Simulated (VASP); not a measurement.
Band structure of Hf (hcp). These are vdW-DF-cx, VASP's PBE PAW potentials (set 64) (plane waves; VASP 6.6.1) values and carry that method's errors.

Unless said otherwise, spin-orbit coupling is left out, though it shifts the bands of the heavy elements here.

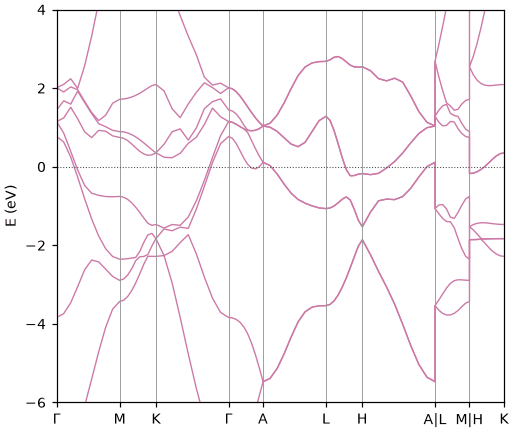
Figure. Bands along high-symmetry lines, zero at the valence-band maximum or, without a gap, the Fermi level

Read the plot: is there a gap, and where are the band edges?

It has no gap at this level: it comes out as a metal or semimetal. (Edges off the drawn lines would not show.)

The compound is Hf in the hcp structure. It was relaxed first.
